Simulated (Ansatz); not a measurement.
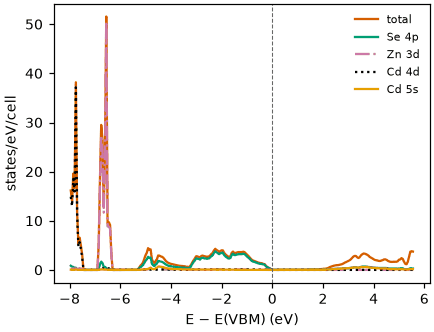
Total and projected density of states of ZnCdSe2 in space group R3m (No. 160; Zn on 3a, Cd on 3a, Se on 3a, Se on 3a), plane-wave PAW LDA (Ansatz code)

Problem. Which orbitals carry the states next to the gap?

Solution. Top 1 eV of the valence band: Se 4p 89 %. Bottom 1 eV of the conduction band: Zn 4s 33 %, Se 4p 25 %, Cd 5s 20 %, Se 4s 19 %. Projections are on Löwdin-orthogonalised atomic valence shells; empty p or d shells of many metals are not among them.

Problem. Where is the tallest occupied peak in this window, and what makes it?

Solution. Near -6.5 eV, about 52 states/eV per cell; the largest projected share is Zn 3d.

The workflow started from a Materials Project entry (that database holds measured and hypothetical structures alike); the Crystallography Open Database copy checked does not list it. Its standing as an ambient phase is unchecked. Symmetry was held in the LDA relaxation; of distortions, only those at the zone centre were tested. Spin–orbit coupling is left out wherever it is not named.

Potentials: the later of the program's two PAW sets.
